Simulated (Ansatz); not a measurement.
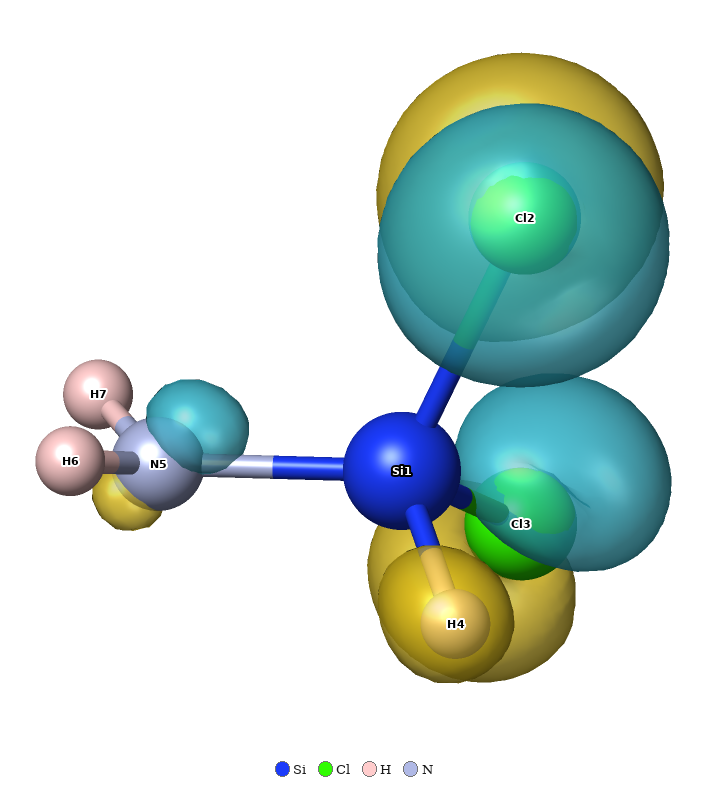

*Cl2H3NSi. The HOMO−1 at ±0.15 Å⁻³ᐟ² (yellow and cyan are the two phases), seen from one side.*

The product side of a reaction path; geometry: PBE0-D4/def2-TZVP.

Method: Ansatz, RKS PBE0-D4/def2-TZVPP.

```xyz
7

Si   -0.3562   -0.4824    0.0140
Cl    0.8727   -2.0683   -0.4333
Cl   -1.6386   -0.2594   -1.5577
H    -1.0848   -0.8565    1.2370
N     0.4347    0.9963    0.2372
H     1.0012    1.1482    1.0567
H     0.7710    1.5219   -0.5538
```

Question: Where does this orbital lie, and at what energy?

Answer: Its weight (Hirshfeld) is mainly on Cl2 (about 60 %) and Cl3 (about 25 %). Its energy is −9.11 eV.
